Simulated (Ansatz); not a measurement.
Sn₄Pt (space group Ccce)

```cif
data_Pt2Sn8
_chemical_formula_sum 'Sn8 Pt2'
_space_group_name_H-M_alt 'P 1'
_space_group_IT_number 1
_cell_length_a 6.54559
_cell_length_b 6.54559
_cell_length_c 6.40893
_cell_angle_alpha 90.000
_cell_angle_beta 90.000
_cell_angle_gamma 121.222
loop_
_space_group_symop_operation_xyz
  'x, y, z'
loop_
_atom_site_label
_atom_site_type_symbol
_atom_site_fract_x
_atom_site_fract_y
_atom_site_fract_z
_atom_site_occupancy
Sn1 Sn 0.96011 0.70783 0.16667 1
Sn2 Sn 0.03989 0.29217 0.16667 1
Sn3 Sn 0.70783 0.96011 0.83333 1
Sn4 Sn 0.29217 0.03989 0.83333 1
Sn5 Sn 0.53989 0.79217 0.33333 1
Sn6 Sn 0.46011 0.20783 0.33333 1
Sn7 Sn 0.79217 0.53989 0.66667 1
Sn8 Sn 0.20783 0.46011 0.66667 1
Pt1 Pt 0.50000 0.50000 0.00000 1
Pt2 Pt 0.00000 0.00000 0.50000 1
```

Equation-of-state scan: isotropic scaling of the cell above, V₀ being its volume. The atoms relax within the cell's symmetry.

Method: PBEsol (plane waves to 420 eV, PAW, scalar-relativistic; Ansatz, a quantum-chemistry and plane-wave program). k mesh 9×9×8 (Γ-centred), Fermi-Dirac smearing 0.05 eV. The energy includes the smearing's −TS. With the shape held, the modulus is that of even scaling; a crystal free to change shape is softer. Sn4Pt is run without spin polarisation. Sn4Pt was relaxed with its symmetry unable to fall. Spin-orbit coupling is left out, though Pt is heavy. ΔE is measured from the relaxed starting cell.

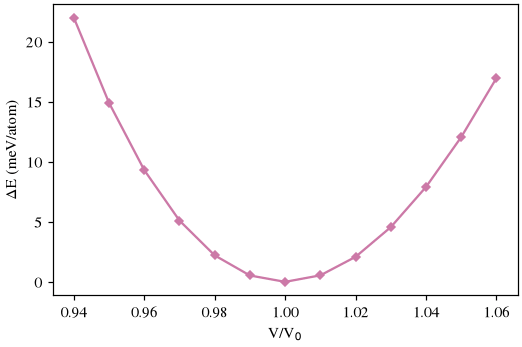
*ΔE (meV/atom) against V/V₀; computed points joined by lines.*

Q: What bulk modulus at fixed cell shape B₀ follows from a third-order Birch-Murnaghan fit?

A: About 73 GPa.

Q: What is ΔE at V/V₀ = 0.940?

A: About 22 meV/atom.

Q: What is ΔE at V/V₀ = 1.060?

A: About 17 meV/atom.

(A scan under strain: stresses follow from slopes of the energy per volume, elastic moduli from its curvatures.)
